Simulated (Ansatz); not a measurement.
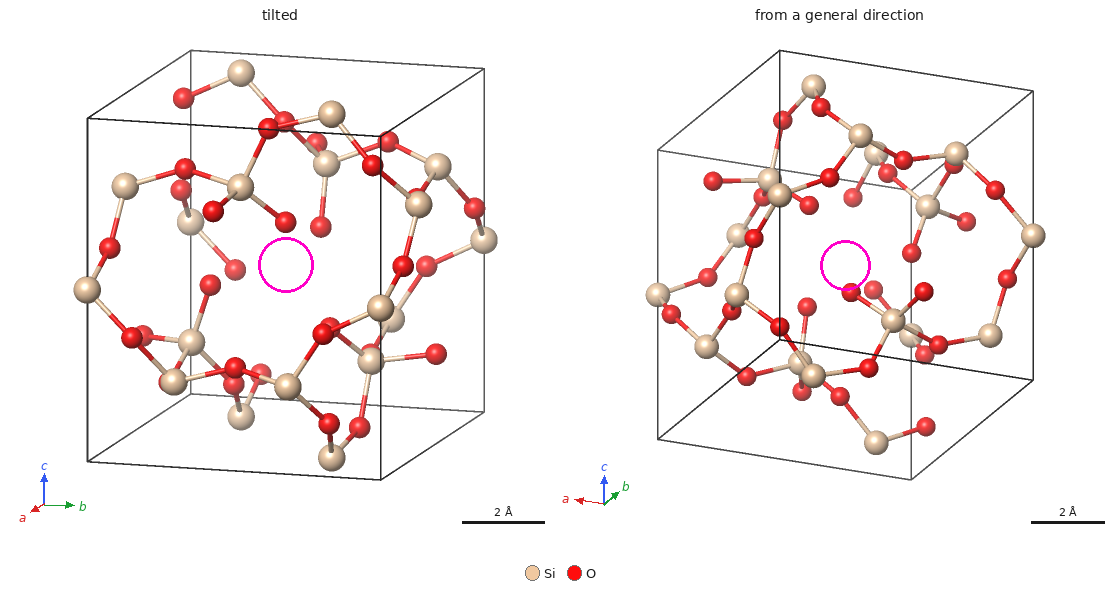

A ball-and-stick rendering, viewed slightly off an axis and from a general direction. Thin lines show the supercell, with boundary atoms drawn in all their periodic places. The host is SiO2, in a cell of 36 sites, and the cell carries a charge of -3. A ring marks the defect's site.

How does this supercell depart from the perfect host?

A silicon vacancy. Around the empty site lie four O at about 1.9 to 2.0 Å.

Calculation details: Ansatz 0.2.0, DFT PBE, scalar-relativistic, plane waves, PAW; plane waves up to 420 eV, a 2×2×2 k-point grid, Gaussian smearing of 0.01 eV, collinear spins.

Is the defect spin-polarised?

Yes, 1.0 μB in the cell.

The atoms were relaxed in the host's cell with Ansatz, DFT PBE, scalar-relativistic, plane waves, PAW.
